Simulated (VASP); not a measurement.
Band structure of PrZn (space group Pm-3m). All values below come from PBEsol GGA, VASP's PBE PAW potentials (set 64) (plane waves; VASP 6.6.1).

The 4f electrons are frozen in the core of the lanthanide potential, so 4f levels, which can set the real gap, and their magnetism are missing.

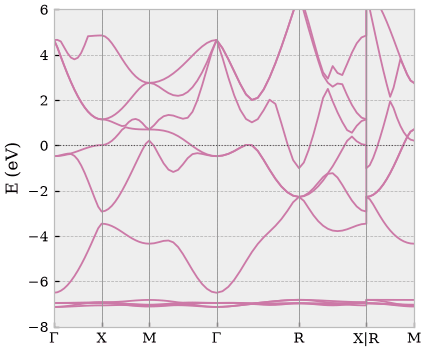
Bands along high-symmetry lines, zero at the valence-band maximum or, without a gap, the Fermi level

Q: Read the plot: is there a gap, and where are the band edges?

A: It has no gap at this level: it comes out as a metal or semimetal. (Edges off the drawn lines would not show.)

The structure comes from a measured PrZn entry (Pm-3m) of the Crystallography Open Database, whose conditions weren't checked. It was relaxed first. The electron count is odd and the run is not spin-polarised, which forces a metal.
